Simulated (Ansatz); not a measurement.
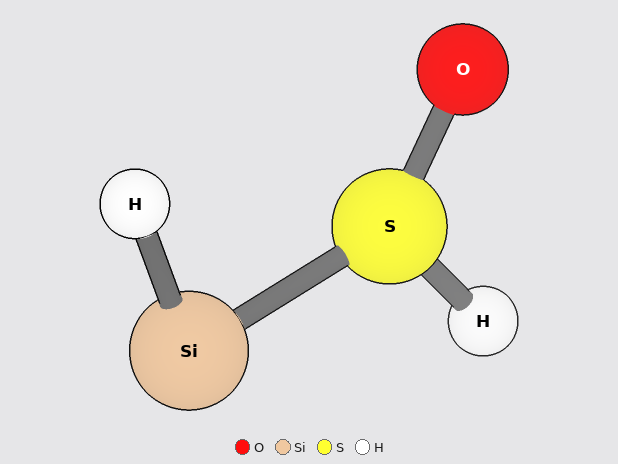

Rendered structure (ball-and-stick style).

Question: Count the atoms of each element.

Answer: H₂OSSi, 5 atoms: 2 hydrogen, 1 oxygen, 1 sulfur and 1 silicon.

Question: How many atoms are distinct by symmetry?

Answer: 5: 1 O, 1 Si, 1 S, 1 H, 1 H.

Question: What is the point group of this geometry?

Answer: Cs.

Question: How many bonds of each kind are drawn?

Answer: 1 S–H, 1 O–S, 1 S–Si, 1 Si–H. Sticks follow a distance rule.

More results for the same structure follow; atom numbers are the same in all pictures, views and colours differ. Computed geometry: PBE0-D4/def2-TZVP optimisation. No frequency run is at hand to confirm it as a minimum.

### Geometry

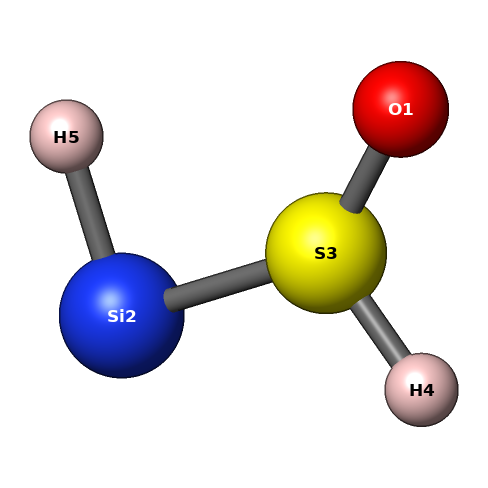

Atoms carry their numbers in the input. No frequency run is at hand to confirm it as a minimum.

Question: What is the geometry at Si2?

Answer: Si2 has 2 neighbours (S3 at 2.07, H5 at 1.52 Å); the arrangement is bent.

Question: Describe the coordination of atom 3.

Answer: S3 has 3 neighbours (O1 at 1.48, Si2 at 2.07, H4 at 1.36 Å); the arrangement is trigonal planar.

### Dipole moment

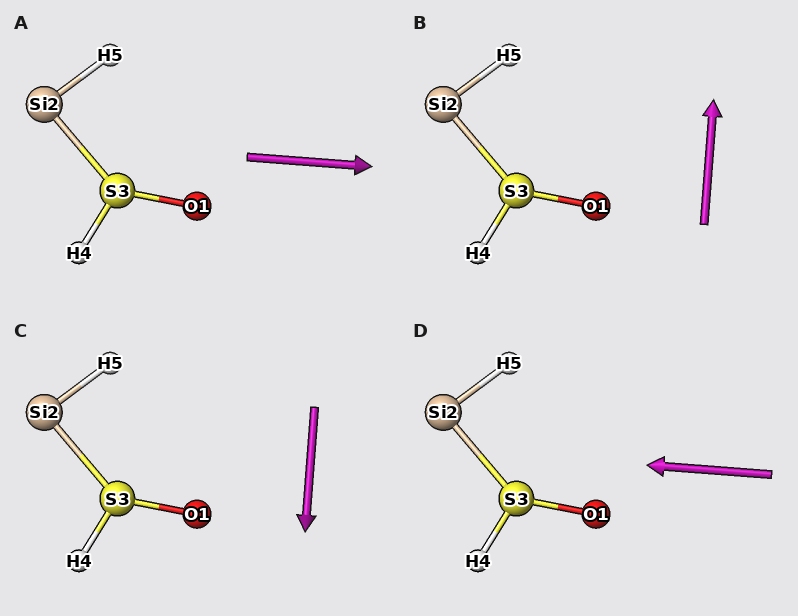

The same molecule four times, each with an arrow. No frequency run is at hand to confirm it as a minimum. Level of theory: RKS PBE0-D4/def2-TZVP (Ansatz 0.2.0).

Question: Which arrow points along the dipole moment, from the negative to the positive end?

Answer: D. The dipole moment is 2.72 D; it points from the side of O1 to the side of Si2 (the outermost atoms at the two ends).

### Electronic properties

No frequency run is at hand to confirm it as a minimum. Method: RKS PBE0-D4/def2-TZVPP (Ansatz 0.2.0).

Predict the main results.

- HOMO energy (Kohn–Sham orbital): −7.07 eV
- LUMO energy (Kohn–Sham orbital): −2.48 eV
- HOMO–LUMO gap: 4.60 eV

### Charges

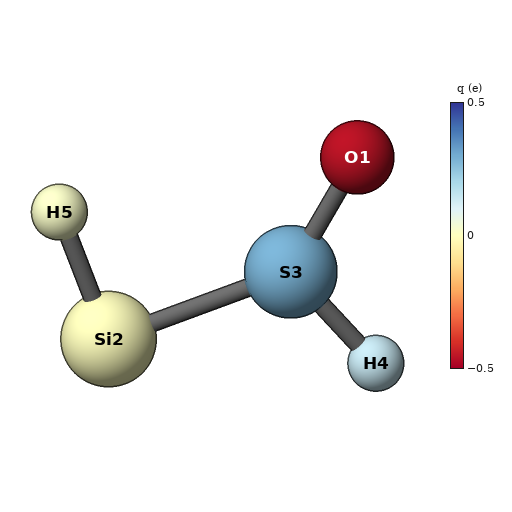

Atoms are coloured by their Mulliken charges. No frequency run is at hand to confirm it as a minimum. Method: RKS PBE0-D4/def2-TZVP (Ansatz 0.2.0).

List the Mulliken charges.

```
atom  value (e)
  O1      −0.45
 Si2       0.00
  S3       0.29
  H4       0.15
  H5       0.02
```

Mulliken values depend strongly on the basis set and can even reverse the polarity of a bond.
